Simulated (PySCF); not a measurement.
C₆H₈GeS, SMILES s1[c](ccc1C=C)[GeH3] at its GFN2-xTB optimised geometry (Å):

```
16

C     -0.1177    -3.1728     0.0040
C      0.8276    -2.2380    -0.0030
C      0.5866    -0.8203    -0.0045
C      1.5243     0.1798    -0.0030
C      0.9634     1.4672     0.0000
C     -0.4027     1.4672     0.0000
Ge    -1.6172     2.9661     0.0000
S     -1.0161    -0.1484    -0.0038
H     -1.1638    -2.9136     0.0085
H      0.1228    -4.2210     0.0058
H      1.8742    -2.5160    -0.0069
H      2.5836    -0.0108    -0.0026
H      1.5422     2.3761     0.0031
H     -2.5836     2.8596     1.1320
H     -2.3996     3.0201    -1.2706
H     -0.8236     4.2210     0.1396
```

Level of theory: PBE/def2-TZVP (PySCF).

Map of the log10 of the electron density (e/bohr³), floored at −4 on the plane z = 0.8 Å:

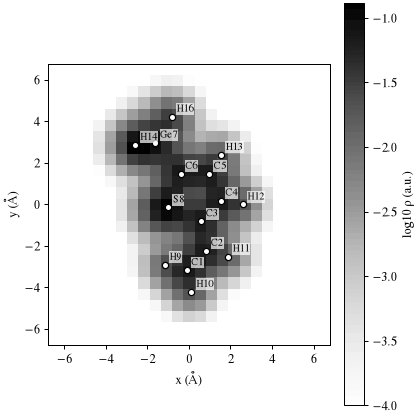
Log10 of the electron density (e/bohr³), floored at −4 on the plane z = 0.8 Å.
